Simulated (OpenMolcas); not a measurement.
**Mo³⁺ among point charges: CASSCF and CASPT2 levels and susceptibility**

Aim: the splitting of the states of Mo³⁺ in the field of 4 point charges, its lowest levels with spin-orbit coupling and its magnetic susceptibility.

The numbers are computed with OpenMolcas 26.06 (state-averaged CASSCF and CASPT2, spin-orbit coupling by RASSI with atomic mean-field integrals), except any that are marked as measured or tabulated.

## Step 1: Starting point

* Species: Mo³⁺ (molybdenum, Z = 42, 39 electrons)
* Basis: ANO-RCC-VDZP [6s5p3d1f], 43 functions
* Scalar Hamiltonian: DKH2, point nucleus
* Inactive shells: 1s 2s 2p 3s 3p 3d 4s 4p
* Active space: 3 electrons in 5 orbitals (4d)
* Some configurations of this space: 4d³
* Orbitals: optimised for each spin and parity, averaged over all roots

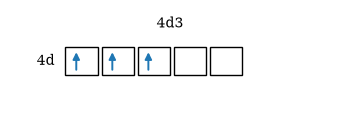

Outer shells as boxes.

The ion sits among 4 point charges of -2 e arranged as a square (D4h), 2.16 Å from the ion.

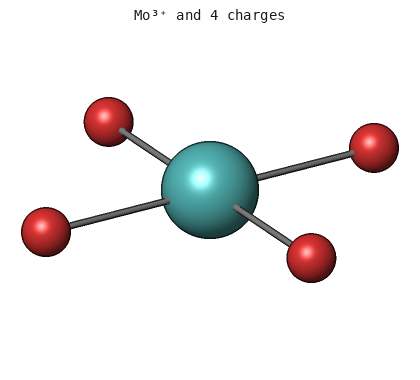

The ion and the point charges (red).

Each step is its own input file, run in one work folder so that later steps find the files of earlier ones. Labels, J, g values, rates, χT and fits are worked out afterwards by a script from the matrices that RASSI stores. The input lists half of the charges; inversion (Group=XYZ) makes the rest.

## Step 2: Basis and integrals

Contents of a.inp:

```
&GATEWAY
Coord
1

Mo 0.0 0.0 0.0
Basis=ANO-RCC-VDZP
Group=XYZ
NoMove
AngMom=0.0 0.0 0.0
AMFI
XField
2 Angstrom 0
2.160000 0.000000 0.000000 -2.000000
0.000000 2.160000 0.000000 -2.000000
&SEWARD
```

Command:

```sh
$ OMP_NUM_THREADS=1 MOLCAS_MEM=1689 MOLCAS_PROJECT=a pymolcas a.inp > a.log
```

## Step 3: CASSCF: quartets of even parity, 10 roots

Contents of a.inp:

```
&RASSCF
FileOrb=start.orb
Symmetry=1
Spin=4
nActEl=3 0 0
Inactive=9 9
Ras2=5 0
CIRoot=10 10 1
SDav=10
CIMx=300
Iter=120 100
PrWF=0.3
OrbListing=Nothing
MaxOrb=0
>>> COPY $Project.JobIph JOB001
```

start.orb holds the contracted functions of the basis, ordered by shell, or the orbitals of the step before.

## Step 4: Reference wave functions, doublets of even parity, 40 roots

Contents of a.inp:

```
&RASSCF
FileOrb=start.orb
Symmetry=1
Spin=2
nActEl=3 0 0
Inactive=9 9
Ras2=5 0
CIRoot=40 40 1
SDav=40
CIMx=300
Iter=120 100
PrWF=0.3
OrbListing=Nothing
MaxOrb=0
>>> COPY $Project.JobIph JOB002
```

## Step 5: RASSI: spin-orbit coupling between the states

Contents of a.inp:

```
&RASSI
NrOfJobIphs=2 10 40
1 2 3 4 5 6 7 8 9 10
1 2 3 4 5 6 7 8 9 10 11 12 13 14 15 16 17 18 19 20 21 22 23 24 25 26 27
28 29 30 31 32 33 34 35 36 37 38 39 40
IphNames
JOB001
JOB002
EJob
SpinOrbit
DIPRint=1.0
SOCoupling=1000.0
Subsets=2
Property=9
'ANGMOM' 1 'ANGMOM' 2 'ANGMOM' 3 'MLTPL  1' 1 'MLTPL  1' 2 'MLTPL  1' 3
'AMFI' 1 'AMFI' 2 'AMFI' 3
SOProperty=3
'ANGMOM' 1 'ANGMOM' 2 'ANGMOM' 3
```

## Step 6: CASPT2: IPEA 0.25, imaginary shift 0.1 (closed shells correlated: 4s 4p)

Contents of a.inp:

```
>>> COPY JOB001 $Project.JobIph
&CASPT2
Multistate=10 1 2 3 4 5 6 7 8 9 10
NoMult
Frozen=8 6
IPEA=0.25
Imaginary=0.1
MaxIter=60
WThr=0.0 0.3 0.05
PrWF=0.5
NoMix
>>> COPY JOB002 $Project.JobIph
&CASPT2
Multistate=40 1 2 3 4 5 6 7 8 9 10 11 12 13 14 15 16 17 18 19 20 21 22
23 24 25 26 27 28 29 30 31 32 33 34 35 36 37 38 39 40
NoMult
Frozen=8 6
IPEA=0.25
Imaginary=0.1
MaxIter=60
WThr=0.0 0.3 0.05
PrWF=0.5
NoMix
```

(Steps that only read results are left out.)

Before running it: what results should come out? Wanted: spin-free ground state; first state of the same spin within the active space; lowest level; next level.

**Answer**, as computed:

```
                                            quantity                                                                        value
                                              method  SS-CASPT2, IPEA 0.25, imaginary shift 0.1 (closed shells correlated: 4s 4p)
                              spin-free ground state                                              4A2, 1-fold in its orbital part
first state of the same spin within the active space                                                              4E at 7380 cm⁻¹
                                        lowest level                                            2-fold E3/2, g = 0.01, 0.01, 5.98
                                          next level                                                                    23.6 cm⁻¹
                                         χT at 300 K                                                               1.74 cm³ K/mol
                           effective moment at 300 K                                                                      3.73 μB
```

Cost by method:

```
                                              method  time of its own steps  time with the reference
                                           A. CASSCF                   10 s                     10 s
B. SS-CASPT2, IPEA 0.25, imaginary shift 0.1, +4s 4p                  3.5 s                     14 s
```

Times are of one thread on a shared host.

**Reading.** The spin-free ground state (4A2) comes to 64 % from free-ion P terms and keeps the highest spin of the shell. χT at 300 K is 1.74, against 1.88 cm³ K/mol for the spin alone; near agreement at one temperature doesn't show that the orbital moment is quenched. The field of point charges can differ much from that of real complexes. Point charges carry no covalency, so the field is a model and not that of real ligands.
